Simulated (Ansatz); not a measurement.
# Resistivity from frozen vibrations: Au(111) with 4 thermally displaced layers, 2x2, part 2 of 2

Aim: the resistivity of Au at 800 K from frozen thermal displacements between perfect leads.

Ansatz 0.2.0; Ansatz plane-wave DFT, PBE, PAW files; ballistic transport by layer matching (Landauer), zero bias; PAW set soft_1.

So far, open channels per spin nearest the Fermi level: step 2 (with 4 displaced layers) 3.21.

## (4) With 12 displaced layers

System of this step: Au(111) with 12 thermally displaced layers, 2x2. The cell holds 72 atoms: 72 Au. Its edges and angles: a = 5.768 Å, b = 5.768 Å, c = 42.382 Å, α = 90.0°, β = 90.0°, γ = 120.0°. It derives from Au. Regions: lead, 24 atoms (24 Au); scattering region, 48 atoms (48 Au). The structure is stacked along c, and the current runs across the ab planes.

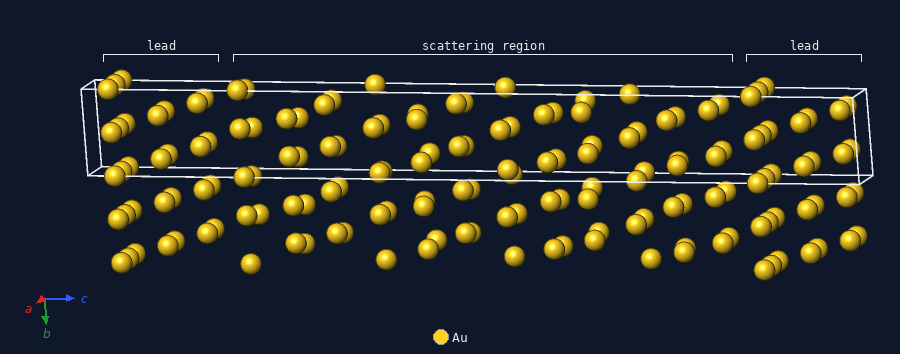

The cell of this step (gold yellow). 1×2×1 cells are drawn. Some periodic images of atoms are drawn too.

input.yaml

```yaml
crystal:
  lattice:
    - [5.7675164607, 0.0, 0.0]
    - [-2.8837582304, 4.9948157718, 0.0]
    - [0.0, 0.0, 42.3824172358]
  atoms:
    - { symbol: Au, position: [0.0, 0.0, 0.0277777778] }
    - { symbol: Au, position: [0.0, 0.5, 0.0277777778] }
    - { symbol: Au, position: [0.5, 0.0, 0.0277777778] }
    - { symbol: Au, position: [0.5, 0.5, 0.0277777778] }
    - { symbol: Au, position: [0.1666666667, 0.3333333333, 0.0833333333] }
    - { symbol: Au, position: [0.1666666667, 0.8333333333, 0.0833333333] }
    - { symbol: Au, position: [0.6666666667, 0.3333333333, 0.0833333333] }
    - { symbol: Au, position: [0.6666666667, 0.8333333333, 0.0833333333] }
    - { symbol: Au, position: [0.3333333333, 0.1666666667, 0.1388888889] }
    - { symbol: Au, position: [0.3333333333, 0.6666666667, 0.1388888889] }
    - { symbol: Au, position: [0.8333333333, 0.1666666667, 0.1388888889] }
    - { symbol: Au, position: [0.8333333333, 0.6666666667, 0.1388888889] }
    - { symbol: Au, position: [0.9846398501, 0.9972676467, 0.1953197024] }
    - { symbol: Au, position: [0.9629465405, 0.4432188066, 0.1941930008] }
    - { symbol: Au, position: [0.5217655695, 0.0320103794, 0.1964546032] }
    - { symbol: Au, position: [0.4728672152, 0.4786363451, 0.2014385138] }
    - { symbol: Au, position: [0.2130373821, 0.3873917962, 0.2574074908] }
    - { symbol: Au, position: [0.1514404642, 0.8447052965, 0.2515937808] }
    - { symbol: Au, position: [0.688969342, 0.349328618, 0.2507028677] }
    - { symbol: Au, position: [0.6489432432, 0.7889841627, 0.249424635] }
    - { symbol: Au, position: [0.316083232, 0.1703883756, 0.303929148] }
    - { symbol: Au, position: [0.3612325059, 0.6908432589, 0.3066293736] }
    - { symbol: Au, position: [0.8427871007, 0.1694101665, 0.3039978447] }
    - { symbol: Au, position: [0.8218133132, 0.6520367214, 0.3069052085] }
    - { symbol: Au, position: [0.0089397356, 0.0171579258, 0.3564892719] }
    - { symbol: Au, position: [0.0114375405, 0.4774875561, 0.3585568353] }
    - { symbol: Au, position: [0.486638194, 0.9833706222, 0.3621238199] }
    - { symbol: Au, position: [0.4695391271, 0.4684323166, 0.3581688994] }
    - { symbol: Au, position: [0.2008572974, 0.3346397029, 0.412605293] }
    - { symbol: Au, position: [0.1439174403, 0.7874065874, 0.4228918572] }
    - { symbol: Au, position: [0.6347629948, 0.3474646386, 0.4185577242] }
    - { symbol: Au, position: [0.6340326037, 0.8421965713, 0.4201354317] }
    - { symbol: Au, position: [0.3491378793, 0.1743710632, 0.4755237522] }
    - { symbol: Au, position: [0.3424115594, 0.676596905, 0.4717814431] }
    - { symbol: Au, position: [0.8355904254, 0.138879906, 0.4749764518] }
    - { symbol: Au, position: [0.8043202479, 0.6344739382, 0.4734927781] }
    - { symbol: Au, position: [0.0574689009, 0.0283857789, 0.5259840371] }
    - { symbol: Au, position: [0.0111406552, 0.4865931457, 0.5273463634] }
    - { symbol: Au, position: [0.468089991, 0.9316028551, 0.5284443294] }
    - { symbol: Au, position: [0.4633881858, 0.4794149409, 0.5226489598] }
    - { symbol: Au, position: [0.113978665, 0.3054910734, 0.5862052581] }
    - { symbol: Au, position: [0.2088826978, 0.8325893563, 0.5871312399] }
    - { symbol: Au, position: [0.6317009126, 0.2768977843, 0.5838548336] }
    - { symbol: Au, position: [0.6717327867, 0.8206818928, 0.5843846513] }
    - { symbol: Au, position: [0.3352266806, 0.1411815345, 0.6337515703] }
    - { symbol: Au, position: [0.3245626167, 0.6604368096, 0.6376621138] }
    - { symbol: Au, position: [0.8840367655, 0.217600733, 0.6374395396] }
    - { symbol: Au, position: [0.8650852508, 0.6944400551, 0.6413696765] }
    - { symbol: Au, position: [0.0210316246, 0.9885107169, 0.6970179366] }
    - { symbol: Au, position: [0.0636114884, 0.5237217321, 0.6922880808] }
    - { symbol: Au, position: [0.5341653805, 0.0372615782, 0.695728001] }
    - { symbol: Au, position: [0.5083716177, 0.5455469862, 0.6900970018] }
    - { symbol: Au, position: [0.1792966938, 0.3328558802, 0.7458477116] }
    - { symbol: Au, position: [0.2029730156, 0.8436019036, 0.7459411731] }
    - { symbol: Au, position: [0.6756785315, 0.320593818, 0.7433809554] }
    - { symbol: Au, position: [0.65294621, 0.8411125603, 0.7522113576] }
    - { symbol: Au, position: [0.3382321361, 0.1679997987, 0.8071904639] }
    - { symbol: Au, position: [0.3453103148, 0.7014067416, 0.8060726207] }
    - { symbol: Au, position: [0.8488280347, 0.1826293873, 0.8018780855] }
    - { symbol: Au, position: [0.8377632641, 0.7117856142, 0.8067219612] }
    - { symbol: Au, position: [0.0, 0.0, 0.8611111111] }
    - { symbol: Au, position: [0.0, 0.5, 0.8611111111] }
    - { symbol: Au, position: [0.5, 0.0, 0.8611111111] }
    - { symbol: Au, position: [0.5, 0.5, 0.8611111111] }
    - { symbol: Au, position: [0.1666666667, 0.3333333333, 0.9166666667] }
    - { symbol: Au, position: [0.1666666667, 0.8333333333, 0.9166666667] }
    - { symbol: Au, position: [0.6666666667, 0.3333333333, 0.9166666667] }
    - { symbol: Au, position: [0.6666666667, 0.8333333333, 0.9166666667] }
    - { symbol: Au, position: [0.3333333333, 0.1666666667, 0.9722222222] }
    - { symbol: Au, position: [0.3333333333, 0.6666666667, 0.9722222222] }
    - { symbol: Au, position: [0.8333333333, 0.1666666667, 0.9722222222] }
    - { symbol: Au, position: [0.8333333333, 0.6666666667, 0.9722222222] }
kpoints:
  mp_grid: { grid: [5, 5, 1] }
hamiltonian:
  xc: pbe
  pseudopotentials: { kind: paw, azcp: { folder: soft_1 } }
scf:
  occupations: { method: fermi_dirac, width: 0.1 }
output:
  transmission:
    leads: [[0, 4]]
    kmesh: [10, 10]
    e_range: [-0.05, 0.05]
    de: 0.05
  write_potential: true
  write_density: true
  volumetric_format: npy
```

Launch:

```
$ ansatz run input.yaml --threads 4 --pin off --max-ram 15360MiB --backend cpu --events-out ev --progress --plain --runs-dir out
```

Numbers of over 12 decimals in the logs are rounded to 6 here.

Output:

```text
[...]
Crystal: 72 atoms, lattice volume = 1220.939 Å³
Basis set: ecut = 420 eV, 23937 PW (Γ)
Bands: 821, of which v1, the nominal top of the filled ones, is band 684 counted from 1 (683 counted from 0)
Symmetry: 1 space group operations
[...]
k-points: 13 of 25 (time reversal used)
[...]
SCF iter   1: F=—  HF=-946890.888255 eV  |F-HF|=—  |Δ(HF+E_count)|=         —  Δρ=6.71e-2  dr2=6.02e1  ethr=3.10e-3  ⟨swp⟩=4.0  Hψ=31706  notcnv=0  defer=315
[...]
SCF iter  11: F=-946873.235250 eV  HF=-946873.235250 eV  |F-HF|=4.92e-8  |Δ(HF+E_count)|=   3.03e-9  Δρ=8.68e-7  dr2=5.60e-8  ethr=7.31e-12  ⟨swp⟩=8.3  Hψ=39734  notcnv=0
SCF 1 converged in 11 iterations: F = -946873.235250 eV  dr2 = 5.60e-8
[...]
transmission: 278 of 2756 steps passed
transmission: 552 of 2756 steps passed
[...]
transmission: 2756 of 2756 steps passed
SCF converged after 11 iterations
Free energy (F): -946873.235250 eV
[...]
Internal energy: -946872.460224 eV  (E = F + TS)
E sigma→0 (E₀):  -946872.847737 eV
Entropy (-TS):   -0.775026 eV (-10.764 meV/atom)
Fermi energy:    20.720455 eV
[...]
--- Band table (eV; the first three rows and the last of 13) ---
  k-point 0: bands = [... 680 lower, 20.9433, 21.2346, 21.3116, 21.3332, 21.3623, 21.3858, 21.4233, 21.5408, ... 133 higher]
  k-point 1: bands = [... 680 lower, 20.4723, 20.5540, 20.5872, 20.6755, 20.7112, 20.8048, 20.8378, 20.9303, ... 133 higher]
  k-point 2: bands = [... 680 lower, 20.5028, 20.5474, 20.5805, 20.6161, 20.6866, 20.7614, 20.8113, 20.8405, ... 133 higher]
  k-point 12: bands = [... 680 lower, 20.0128, 20.3051, 20.3504, 20.7285, 20.7706, 21.0358, 21.0851, 21.4339, ... 133 higher]
--- Transmission ---
  basis      : 253 plane waves across, 53 finite elements along
  points     : 52, standing for a mesh of 10 x 10
[...]
channels       : 3.210000e0 a spin
[...]
junction   : crystal 0 to crystal 0, 0.70 to 40.73 Å
    transmission   : 2.621474e0 a spin
[...]
```

Wall time 37 min (4 threads of Arm Neoverse V1, shared host); peak memory 9.8 GiB.

This step gave:

```
free energy                                   : -946873.2352 eV
energy at zero smearing                       : -946872.8477 eV
Fermi energy                                  : 20.72 eV
transmission per spin nearest the Fermi level : 2.621
step of the lead's potential                  : 11.7 meV
```

Per spin. The transmission, zone mean by energy, zero at the Fermi level:

| energy (eV) | transmission, zone mean |
| --- | --- |
| -0.0500 | 2.60 |
| 0.0000 | 2.62 |
| 0.0500 | 2.65 |

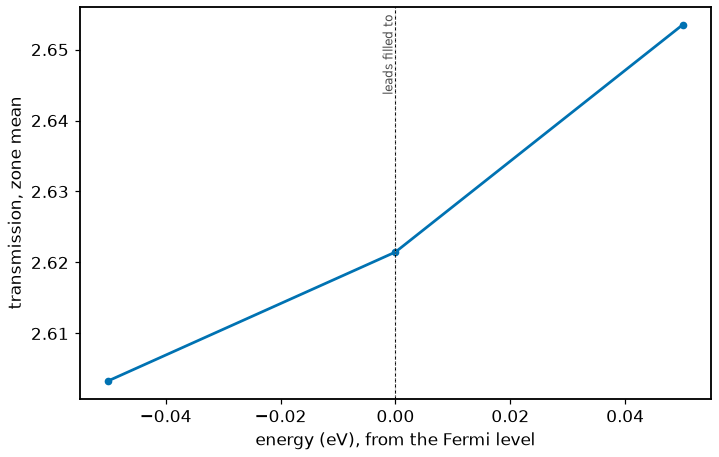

Transmission, zone mean, plotted against energy.

Over the solved energies the transmission per spin lies between 2.60 and 2.65, out of 3.21 channels of the lead on average (up to 3.21).

## (5) Resistance against length

This step: Ansatz plane-wave DFT, PBE, PAW files; ballistic transport by layer matching (Landauer), zero bias; resistivity from the slope of the area resistance; PAW set soft_1 (Ansatz 0.2.0).

This step gave:

- resistivity: 9.478 µΩ cm
- intercept: -0.005160 fΩ m²
- scatter about the fit: 0.007194 fΩ m²

Resistance, by row:

| run | length (Å) | T | channels N | RA (fΩ m²) |
| --- | --- | --- | --- | --- |
| n4 | 9.418 | 3.005 | 3.21 | 0.07902 |
| n8 | 18.84 | 2.771 | 3.21 | 0.1835 |
| n12 | 28.25 | 2.626 | 3.21 | 0.2575 |

Table of area resistance by length of the displaced region:

| length of the displaced region (Å) | area resistance (fΩ m²) |
| --- | --- |
| 9.42 | 0.0790 |
| 18.84 | 0.184 |
| 28.25 | 0.258 |

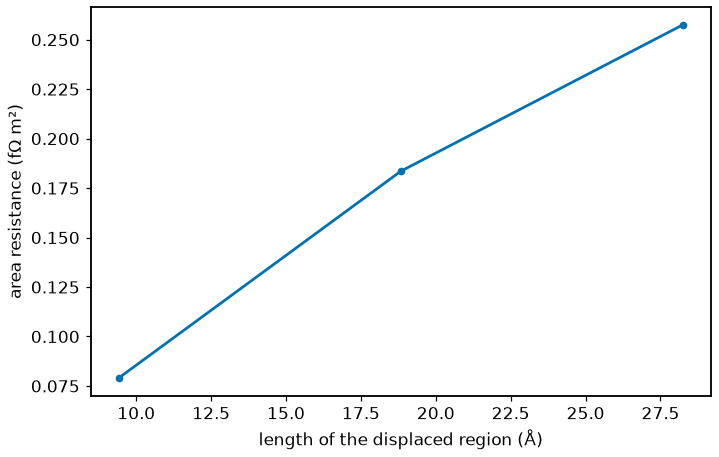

Area resistance, plotted against length of the displaced region.

The area resistance goes from 0.079 to 0.26 fΩ m² between 9.4 and 28.3 Å, a slope of 9.5 µΩ cm.

By hand from the end points: (0.2575 − 0.07902) fΩ m² / (28.25 − 9.42) Å = 9.5 µΩ cm, since 1 fΩ m² per Å is 1000 µΩ cm.

## (6) Results

```json
{"resistivity from the slope": "9.48 µΩ cm", "area resistance over 9.42 Å": "0.0790 fΩ m²", "area resistance over 18.8 Å": "0.184 fΩ m²", "area resistance over 28.3 Å": "0.258 fΩ m²"}
```

**Reading.** The slope gives 9.5 µΩ cm. The points scatter by 0.0072 fΩ m² about the line, with one random draw a length in a 2x2 cell, so the slope is a rough value. The mean square of the displacements drawn is 0.75, 0.94 and 0.81 of the nominal one at the three lengths; with each resistance scaled back by that, the slope is 11 µΩ cm, the value used below. Read with a model of isotropic scattering on a spherical Fermi surface and the lead's 0.86×10¹⁵ S/m², this slope means a mean free path near 86 Å; over these lengths the model's slope is 1.11 times its bulk resistivity, which would be 10 µΩ cm. Uncorrelated displacements put too much weight on short waves, which scatter strongly; with the sideways repeat of a small cell, one draw and three short lengths, the method is good to a factor of two or three. Spin-orbit coupling is left out, which matters for Au.

[Logs are printed without paths, hosts, clocks, repeated set-up lines and the standing remarks that a program may print on its own settings, such as how far it seeks lower states.]

[Hosts, paths, dates, database ids (printed as entryN), source tags and the programs' standing remarks are cut or masked in the printed files.]
